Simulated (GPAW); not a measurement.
# Near-edge structure at the Ti K edge of Ti4O5 (I4/m), part 2 of 2

What does one-electron theory with a core hole give for the Ti K edge of Ti4O5 (I4/m)?

GPAW 26.7.0; X-ray absorption from dipole matrix elements to empty bands, plane-wave PAW LDA+U.

So far. Step 2 (The field without a hole): The mesh shows no gap, so the system is treated as a metal and the core electron is put at the Fermi level (neutral cell).

### Step 4. Spectrum with XCH, Ti atom 1

The holes are 5.1 Å apart. In GPAW the data set carries the hole's charge, so charge=0 means a charged cell and charge=-1 a neutral one. The excited electron is kept in the cell, where it fills the lowest empty states and screens the hole. After the field has converged, empty bands are computed with the density fixed and the dipole matrix elements are summed.

The absorber has 1 O at 2.01 Å, 3 O at 2.08 Å, 1 O at 2.10 Å and 1 O at 2.14 Å (distorted octahedral, site symmetry m).

Contents of xas.py:

```python
import numpy as np
from ase import Atoms
from ase.parallel import parprint, paropen
from gpaw import GPAW, PW, FermiDirac, Mixer, MixerDif, setup_paths
from gpaw.test import gen
setup_paths.insert(0, '.')
gen('Ti', name='fch1s', xcname='LDA', corehole=(1, 0, 1), write_xml=True)
from gpaw.mpi import world
world.barrier()

atoms = Atoms('Ti8O10',
    cell=[[-3.30616792, 3.30616792, 2.07528548],
     [3.30616792, 3.30616792, 2.07528548],
     [-3.30616792, 3.30616792, -6.22585644]],
    scaled_positions=[[0.02089628, 0.39215001, 0.80434876],
     [0.52089628, 0.39215001, 0.30434876],
     [0.49957623, 0.82524504, 0.10827376],
     [0.99957623, 0.82524504, 0.60827376],
     [0.50042377, 0.17475496, 0.89172624],
     [0.00042377, 0.17475496, 0.39172624],
     [0.97910372, 0.60784999, 0.19565124],
     [0.47910372, 0.60784999, 0.69565124],
     [0.25, 0, 0.75],
     [0.75, 0, 0.25],
     [0.26518472, 0.59812051, 0.95443508],
     [0.76518471, 0.59812051, 0.45443508],
     [0.74650467, 0.21961979, 0.65537482],
     [0.24650467, 0.21961979, 0.15537482],
     [0.25349533, 0.78038021, 0.34462518],
     [0.75349533, 0.78038021, 0.84462518],
     [0.73481529, 0.40187949, 0.04556492],
     [0.23481529, 0.40187949, 0.54556492]],
    pbc=True)
atoms.calc = calc = GPAW(legacy_gpaw=True, mode=PW(500, force_complex_dtype=True), xc='LDA', setups={'Ti': ':d,2', 0: 'fch1s:d,2'},
    kpts={'size': (4, 4, 3), 'gamma': True}, occupations=FermiDirac(0.1),
    charge=-1, mixer=Mixer(0.05, 8, 50), maxiter=150,
    convergence={'density': 0.0001, 'eigenstates': 1e-6}, txt='scf.txt')
energy = atoms.get_potential_energy() + calc.get_reference_energy()
ef = calc.get_fermi_level()
out = dict(energy=energy, fermi=ef, forces=atoms.get_forces().tolist())
parprint(f'all-electron energy {energy:.4f} eV, Fermi level {ef:.4f} eV')
ev = np.array([[calc.get_eigenvalues(k, s) for k in range(len(calc.get_ibz_k_points()))] for s in range(calc.get_number_of_spins())])
out['homo'], out['lumo'], out['counts'] = ev[ev < ef].max(), ev[ev > ef].min(), sorted(set((ev < ef).sum((0, 2)).tolist()))
out['filled'] = (ev[:, 0] < ef).sum(1).tolist()

from ase.units import Ha
from gpaw.xas import dipole_matrix_elements
nb = int(calc.get_number_of_electrons() / 2) + 151
top, nb = nb, nb + 8 + nb // 12
nscf = calc.fixed_density(kpts={'size': (5, 5, 3), 'gamma': True}, nbands=nb,
    convergence={'bands': top, 'eigenstates': 5e-3}, maxiter=60, txt='nscf.txt')
cell = atoms.cell.array
ops = [cell.T @ U.T @ np.linalg.inv(cell.T) for U in nscf.wfs.kd.symmetry.op_scc]
E = np.arange(-6, 34, 0.1)
fwhm = np.interp(E, [4, 25], [0.94, 3.5])
Y, X, zero, highest = 0, 0, 1e9, 1e9
for spin in range(nscf.get_number_of_spins()):
    wfs = nscf.wfs
    mine = wfs.bd.get_slice()  # this rank's bands
    A = dipole_matrix_elements(wfs.setups[0])
    eps = np.zeros((wfs.kd.nibzkpts, nb))
    d = np.zeros((3, A.shape[1], wfs.kd.nibzkpts, nb), complex)
    for kpt in wfs.kpt_u:
        if kpt.s == spin and 0 in kpt.P_ani:
            eps[kpt.k, mine] = kpt.eps_n * Ha
            d[:, :, kpt.k, mine] = (kpt.weight * wfs.nspins / 2) ** 0.5 * np.inner(A, kpt.P_ani[0])
    world.sum(eps)
    world.sum(d)
    T = np.einsum('amkn,bmkn->abkn', d, d.conj()).real
    T = sum(np.einsum('ai,ijkn,bj->abkn', R, T, R) for R in ops) / len(ops)
    empty = eps > ef
    zero, highest = min(zero, eps[empty].min()), min(highest, eps[:, top - 1].min())
    lines = [(eps, T, empty)] if spin == 0 else lines + [(eps, T, empty)]
for eps, T, empty in lines:
    f = np.einsum('aakn->akn', T).reshape(3, -1)
    x = eps.ravel() - zero
    w = np.interp(x, E, fwhm) / 2.35482
    g = np.exp(-0.5 * ((E[:, None] - x) / w) ** 2) / (w * (2 * np.pi) ** 0.5)
    Y = Y + (f * empty.ravel()) @ g.T
    X = X + (f * ~empty.ravel()) @ g.T
out.update(E=E.round(2).tolist(), xas=Y.tolist(), xes=X.tolist(), zero=zero, valid=highest - zero, nk=len(eps), nb=nb)
for i in range(0, len(E), 10):
    parprint(f'{E[i]:7.2f}', *(f'{v:10.3e}' for v in Y[:, i]))
import json
with paropen('out.json', 'w') as f:
    json.dump(out, f)
```

On the command line:

```bash
$ OMP_NUM_THREADS=1 mpirun -n 4 gpaw python xas.py
```

Numbers of over 12 decimals in the logs are rounded to 6 here.

The program printed:

```text
Input parameters:
  charge: -1
  convergence: {density: 0.0001,
                eigenstates: 1e-06}
  kpts: {gamma: True,
         size: (4, 4, 3)}
  maxiter: 150
  mixer: {backend: pulay,
          beta: 0.05,
          method: separate,
          nmaxold: 8,
          weight: 50}
  mode: {ecut: 500.0,
         force_complex_dtype: True,
         name: pw}
  occupations: {fixmagmom: False,
                name: fermi-dirac,
                width: 0.1}
  setups: {0: fch1s:d,2,
           Ti: :d,2}

Initialize ...

[... PAW data sets ...]

Reference energy: -200688.333816  # eV

Spin-paired calculation

[... convergence settings ...]
Symmetries present (total): 1
  [... symmetry matrices ...]

48 k-points: 4 x 4 x 3 Monkhorst-Pack grid + [1/8,1/8,0.000000]
26 k-points in the irreducible part of the Brillouin zone
       k-points in crystal coordinates                weights
   0:     0.00000000    0.00000000    0.00000000          1/48
   1:     0.00000000    0.00000000    0.33333333          2/48
   2:     0.00000000    0.25000000   -0.33333333          2/48
   3:     0.00000000    0.25000000    0.00000000          2/48
   4:     0.00000000    0.25000000    0.33333333          2/48
   5:     0.00000000    0.50000000    0.00000000          1/48
   6:     0.00000000    0.50000000    0.33333333          2/48
   7:     0.25000000   -0.25000000   -0.33333333          2/48
   8:     0.25000000   -0.25000000    0.00000000          2/48
   9:     0.25000000   -0.25000000    0.33333333          2/48
          ...
  25:     0.50000000    0.50000000    0.33333333          2/48

Wave functions: Plane wave expansion
  Cutoff energy: 500.000 eV
  Number of coefficients (min, max): 4592, 4626
  Pulay-stress correction: 0.000000 eV/Ang^3 (de/decut=0.000000)
  Using FFTW library
  Wavefunction extrapolation:
    Improved wavefunction reuse through dual PAW basis

Occupation numbers: Fermi-Dirac:
  width: 0.1000  # eV

Eigensolver
   Davidson(niter=2)

Densities:
  Coarse grid: 27*27*42 grid
  Fine grid: 54*54*84 grid
  Total Charge: 0.000000

Density mixing:
  Method: separate
  Backend: pulay
  Linear mixing parameter: 0.05
  old densities: 8
  Width of damping distribution: 1.1
  Damping of long wavelength oscillations: 50

[... Hamiltonian set-up ...]
Number of atoms: 18
Number of atomic orbitals: 144
Number of bands in calculation: 99
Number of valence electrons: 157
Bands to converge: occupied

... initialized

Initializing position-dependent things.

Density initialized from atomic densities
Creating initial wave functions:
  99 bands from LCAO basis set

               Ti
              TO    Ti

              O     O
          O   Ti
               Oi
         O     O

         Ti   OTi
          O   Ti

Atomic positions and initial magnetic moments

Positions:
   0 Ti    -1.431885    4.024912   -4.150571    ( 0.0000,  0.0000,  0.0000)
   1 Ti    -1.431885    4.024912    0.000000    ( 0.0000,  0.0000,  0.0000)
   2 Ti     0.718745    4.738053    2.075285    ( 0.0000,  0.0000,  0.0000)
   3 Ti    -2.587423    8.044221   -0.000000    ( 0.0000,  0.0000,  0.0000)
   4 Ti    -4.024912    5.180451   -4.150571    ( 0.0000,  0.0000,  0.0000)
   5 Ti    -0.718745    1.874283   -2.075285    ( 0.0000,  0.0000,  0.0000)
   6 Ti    -1.874283    5.893591    2.075285    ( 0.0000,  0.0000,  0.0000)
[...]
15 O     -2.703587    7.863723   -2.075285    ( 0.0000,  0.0000,  0.0000)
  16 O     -1.251387    3.908749    2.075286    ( 0.0000,  0.0000,  0.0000)
  17 O     -1.251387    3.908749   -2.075285    ( 0.0000,  0.0000,  0.0000)

Unit cell:
           periodic     x           y           z      points  spacing
  1. axis:    yes   -3.306168    3.306168    2.075285    27     0.1784
  2. axis:    yes    3.306168    3.306168    2.075285    27     0.1732
  3. axis:    yes   -3.306168    3.306168   -6.225856    42     0.1674

  Lengths:   5.115496   5.115496   7.786063
  Angles:  108.928794  77.027521  80.527095

Effective grid spacing dv^(1/3) = 0.1810

iter:   1  -212.942930
iter:   2  -173.247955   -0.43  -0.95
iter:   3  -169.257439   -0.68  -1.14
iter:   4  -167.438890   -0.99  -1.27
iter:   5  -165.287471   -0.44  -1.31
iter:   6  -165.490594   -1.17  -1.52
iter:   7  -166.275685   -1.27  -1.58
iter:   8  -165.868806   -0.83  -1.61
iter:   9  -165.699114   -1.68  -2.01
iter:  10  -165.650231   -2.63  -2.24
iter:  11  -165.598521   -2.20  -2.27
iter:  12  -165.591575c  -2.50  -2.58
iter:  13  -165.586794c  -3.11  -2.71
iter:  14  -165.584975c  -3.54  -2.82
iter:  15  -165.585408c  -3.65  -3.00
iter:  16  -165.584453c  -4.06  -3.13
iter:  17  -165.584490c  -4.71  -3.31
iter:  18  -165.584640c  -5.02  -3.35
iter:  19  -165.585009c  -4.47  -3.39
iter:  20  -165.585494c  -4.24  -3.52
iter:  21  -165.585217c  -5.03  -3.46
iter:  22  -165.585191c  -4.93  -3.82
iter:  23  -165.585206c  -5.60  -4.00
iter:  24  -165.585342c  -5.24  -4.01c
iter:  25  -165.585300c  -6.10c -3.97
iter:  26  -165.585291c  -5.47  -4.13c
iter:  27  -165.585310c  -6.42c -4.37c

Converged after 27 iterations.

Dipole moment: (0.039350, 0.034317, 0.282376) |e|*Ang

Energy contributions relative to reference atoms: (reference = -200688.333816)

Kinetic:       +132.379689
Potential:     -138.808937
External:        +0.000000
XC:            -158.508461
Entropy (-ST):   -0.301653
Local:           -0.496773
SIC:             +0.000000
--------------------------
Free energy:   -165.736136
Extrapolated:  -165.585310

Showing only first 2 kpts
 Kpt  Band  Eigenvalues  Occupancy
  0    76     10.36145    1.84301
  0    77     10.55291    1.26752
  0    78     10.73178    0.44879
  0    79     10.82515    0.20423

  1    76      9.93458    1.99762
  1    77     10.28676    1.92241
  1    78     10.49349    1.51631
[...]
Fermi level: 10.60775

No gap
No difference between direct/indirect transitions

Forces in eV/Ang:
  0 Ti    0.03506    0.16959   -0.02100
  1 Ti   -0.00549   -0.04754    0.02419
  2 Ti   -0.14568   -0.05700    0.13591
  3 Ti    0.15810    0.08517   -0.13178
  4 Ti    0.34872    0.12954    0.04642
  5 Ti   -0.02114    0.16531   -0.03627
  6 Ti   -0.07142   -0.21773    0.12684
[...]
15 O     0.28367   -0.13471   -0.05441
 16 O     0.15275    0.01174   -0.16370
 17 O     0.19818    0.09136    0.16634
Scalar-relativistic atomic LDA calculation for Ti (Titanium, Z=22)
Core hole in 1s state (1s occupation: 1.0)
600 radial gridpoints.
|------------------------------------------------|
|------------------------------------------------|
[... the atom generator's iteration count ...]

Energy contributions:
-------------------------
Kinetic:     +672.671614
XC:           -34.028348
Potential:  -1307.172598
-------------------------
Total:       -668.529332

state      eigenvalue         ekin         rmax
-----------------------------------------------
1s^1.0 :  -187.828620   240.500426        0.045
2s^2.0 :   -22.002726    43.832967        0.262
2p^6.0 :   -18.989232    43.629197        0.209
3s^2.0 :    -2.983269     9.467322        0.829
3p^6.0 :    -2.108060     8.391345        0.840
3d^2.0 :    -0.666650     5.344221        0.850
4s^2.0 :    -0.460559     1.379460        2.509
4p^0.0 :    -0.300118     0.992184        2.957
-----------------------------------------------
(units: Bohr and Hartree)

Generating PAW setup
Kinetic energy of the core from tauc = 593.006445
Cutoffs:
rc(s)=2.400
rc(p)=2.000
rc(d)=2.000
rc(vbar)=1.800
rc(comp)=2.300
rc(nct)=2.400

Kinetic energy of the core states: 589.941539
Charge: 1.0
Core electrons: 9.0
Valence electrons: 12.0
Pseudo-core charge: 0.000000
Shape function alpha=1.890
Pseudo-electron charge 5.350237
state    eigenvalue         norm
--------------------------------
3s(2) :    -2.983269     0.223229
4s(2) :    -0.460559     1.020774
3p(6) :    -2.108060     0.336604
4p(0) :    -0.300118     0.967107
3d(2) :    -0.666650     0.421304
*d    :     0.333350
--------------------------------

Diagonalizing with gridspacing h=0.050

state   all-electron     PAW
-------------------------------
3s:      -2.983269    -2.983558
3p:      -2.108060    -2.108705
3d:      -0.666650    -0.667242
*f:                   -0.026873
-------------------------------
all-electron energy -200853.9191 eV, Fermi level 10.6078 eV
[...]
31.00  6.354e-07  5.965e-07  5.791e-07
  32.00  5.582e-07  5.466e-07  5.209e-07
  33.00  4.506e-07  4.624e-07  4.467e-07
```

Wall time 5 min (4 MPI ranks of Intel Xeon Platinum 8488C (Sapphire Rapids), shared host); peak memory 0.73 GiB.

The Ti K spectrum, Ti atom 1, excited-electron core hole (neutral cell) (energy from the lowest empty level; intensity scaled to a mean of 1 over the first 20 eV; polarised curves are means over the symmetry-equivalent atoms):

```csv
E (eV),isotropic,ε ⊥ c,ε ∥ c
-2.0,0.00,0.00,0.00
-0.5,0.01,0.01,0.00
1.0,0.07,0.07,0.07
2.5,0.20,0.21,0.18
4.0,0.23,0.23,0.23
5.5,0.35,0.36,0.32
7.0,0.76,0.76,0.77
8.5,0.79,0.78,0.82
10.0,0.95,0.91,1.04
11.5,1.15,1.14,1.17
13.0,1.18,1.22,1.09
14.5,1.32,1.33,1.31
16.0,2.26,2.22,2.34
17.5,2.45,2.43,2.47
19.0,1.41,1.45,1.32
20.5,0.94,0.96,0.90
22.0,0.81,0.81,0.80
23.5,0.67,0.65,0.71
25.0,0.63,0.61,0.68
26.5,0.74,0.72,0.78
28.0,0.96,0.96,0.97
29.5,1.14,1.15,1.11
31.0,1.15,1.17,1.10
```

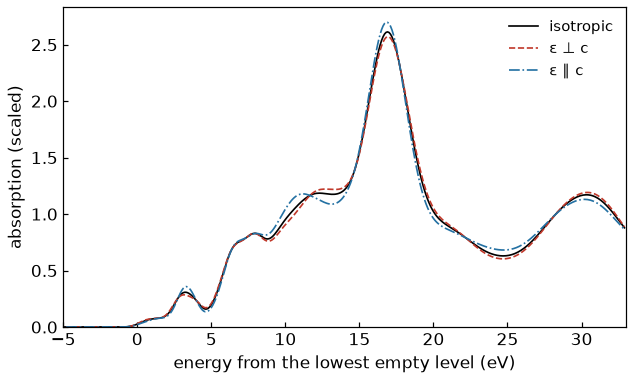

The Ti K edge, Ti atom 1, excited-electron core hole (neutral cell): main maxima at 3.2 and 16.9 eV.

Main maxima below 30 eV (height): 3.2 eV (0.31) and 16.9 eV (2.61). A K edge sees empty p states. The first eV above the zero hold little dipole weight, as the lowest empty bands are of d character; the main edge, of 4p character, rises through 0.6 near 6 eV above the zero.

The total-energy difference is 4971.03 eV. One term is added: -22.68 eV, since the hole is spin-paired here and a spin-polarised one costs that much less in the free atom (computed apart). The photon energy is then 4948.35 eV. The tabulated edge of the element is 4966 eV. The functional leaves an error in such absolute values: in the free atom LDA prices this hole 13.2 eV below PBE (computed apart), and PBE is itself good to a few eV.

### Step 5. Summary of results

```json
{
  "absorber and edge": "Ti K, atom 1 of the ground-state input (counted from 1)",
  "surroundings": "1 O at 2.01 Å, 3 O at 2.08 Å, 1 O at 2.10 Å and 1 O at 2.14 Å (distorted octahedral, site symmetry m)",
  "highest intensity below 24 eV": "16.9 eV above the zero, height 2.61",
  "photon energy of the zero, with the added terms": "4948.3 eV (raw 4971.0 eV; LDA puts this hole about 13 eV below PBE, itself good to a few eV)"
}
```

The Ti K edge of atom 1, with 1 O at 2.01 Å, 3 O at 2.08 Å, 1 O at 2.10 Å and 1 O at 2.14 Å (distorted octahedral, site symmetry m), has its highest intensity of the first 24 eV at 16.9 eV above the zero, near 4965 eV in photon energy (LDA puts this hole about 13 eV below PBE, itself good to a few eV), 2.6 times the mean level of the first 20 eV (Gaussian full width 0.94 eV up to 4 eV, rising linearly to 3.5 eV at 25 eV). The strongest dipole feature below the main edge lies at 3.2 eV (height 0.31); the site lacks an inversion centre, which allows local p–d mixing besides the mixing with the neighbours' empty states; the run doesn't separate the two. The unit cell's mesh shows no gap over 0.35 eV. That is right for a metallic compound; for a small-gap or correlated insulator it would be the fault of the functional or of the assumed magnetic order, and the hole would be screened too well. Quadrupole 1s→3d transitions, which feed the pre-edge, are not in the dipole spectrum. The holes are only 5.1 Å apart, so the shape is probably not converged with cell size; no larger cell was run here. The mesh is coarse (0.30 Å⁻¹ between points), so small maxima may be mesh ripples. The structure is a computed Materials Project entry and may be a hypothetical form.

[Banner, clock and machine lines of the logs are left out without a mark of their own.]

[Logs are printed without paths, hosts, clocks, repeated set-up lines and the standing remarks that a program may print on its own settings, such as how far it seeks lower states.]

[Hosts, paths, dates, database ids (printed as entryN), source tags and the programs' standing remarks are cut or masked in the printed files.]

[Lists of maxima count a maximum above −3 eV only where it reaches 4 % of the highest in the window and stands out from its surroundings by 2 % of it (1.5 % where it reaches 55 %); shoulders and weaker maxima are passed over, and of the rest the first, up to two pre-edge ones and the few strongest are named.]
